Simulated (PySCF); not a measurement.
Consider C6H14OSi.

```
atom    x (Å)    y (Å)    z (Å)
   C  -2.8940  -0.2172  -0.1543
   C  -1.4840   0.2093   0.2292
   C  -0.8755  -0.7076   1.2969
   O   0.5132  -0.4995   1.3638
  Si   1.1742   0.0779  -0.0315
   C   2.0257   1.7480   0.2871
   C   2.3890  -1.1740  -0.7861
   C  -0.5003   0.2062  -0.9431
   H  -2.8872  -1.2217  -0.5732
   H  -3.3045   0.4624  -0.8977
   H  -3.5472  -0.2118   0.7162
   H  -1.5153   1.2217   0.6462
   H  -1.0629  -1.7571   1.0397
   H  -1.2935  -0.5113   2.2877
   H   1.3248   2.5075   0.6204
   H   2.7869   1.6443   1.0537
   H   2.5130   2.1130  -0.6104
   H   1.9319  -2.1448  -0.9511
   H   3.2358  -1.3193  -0.1237
   H   2.7741  -0.8198  -1.7356
   H  -0.6766  -0.6707  -1.5670
   H  -0.6380   1.0838  -1.5689
```

Geometry: GFN2-xTB.

Method: PBE0/pcSseg-1, SCF density, gas phase, non-relativistic in PySCF 2.14.0.

What will maps of the electron density and electron localisation function show?

Answer. C–O (1.41 Å): ρ at the midpoint is about 2 e/Å³, with its minimum of 1.8 e/Å³ about 0.5 Å from C; the ELF peaks at about 0.90 between the atoms, as expected for a polar covalent bond.
Si–O (1.65 Å): the density is about 1.1 e/Å³ at the midpoint; the ELF peaks at about 0.85 between the atoms (a polar covalent bond).
C–Si (1.91 Å): ρ at the midpoint is about 0.92 e/Å³; the ELF peaks at about 0.95 between the atoms, as expected for a shared electron pair.

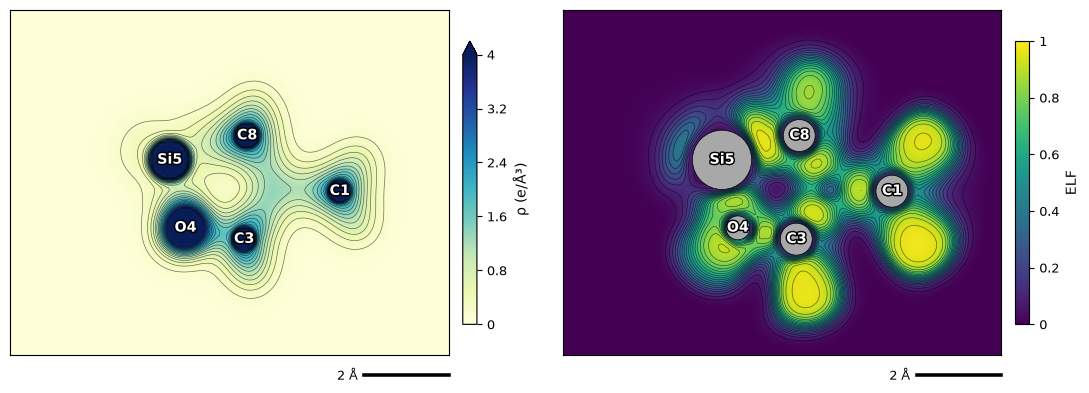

Computed electron density and electron localisation function on the plane of atoms O4, Si5 and C8, in this order. Grey discs cover the atomic cores in the ELF map. 
